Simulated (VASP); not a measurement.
Band structure of Ni3Fe (L1_2). Computed with MS2 meta-GGA, VASP's PBE PAW potentials (set 64) (plane waves; VASP).

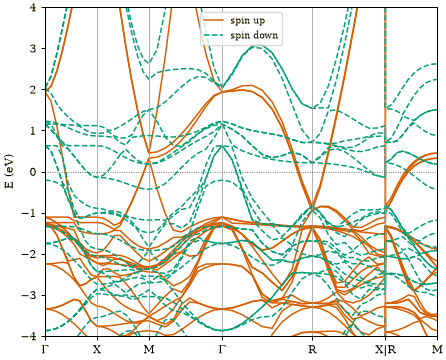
*Bands along high-symmetry lines, zero at the valence-band maximum or, without a gap, the Fermi level*

Problem. Read the plot: is there a gap, and where are the band edges?

Solution. It has no gap at this level: it comes out as a metal or semimetal.

The compound is Ni3Fe in the L1_2 structure. It was relaxed first.
